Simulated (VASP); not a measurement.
Band structure of RbBr (space group Fm-3m). Method: PBE GGA, VASP's PBE PAW potentials (set 64) (plane waves; VASP).

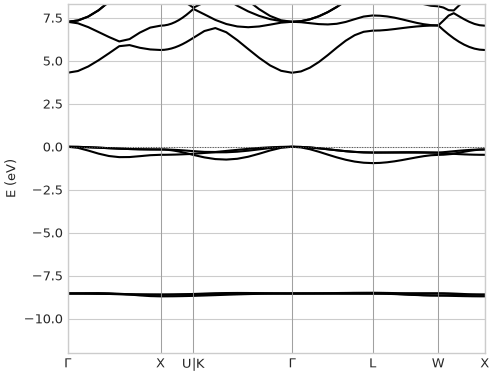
Figure. Bands along high-symmetry lines, zero at the valence-band maximum or, without a gap, the Fermi level

Read the plot: is there a gap, and where are the band edges?

The gap is direct, 4.31 eV, from the valence maximum at Γ to the conduction minimum at Γ.

The structure comes from a computed database's RbBr entry; how it stands against other phases isn't given here. The cell was not relaxed at this level.
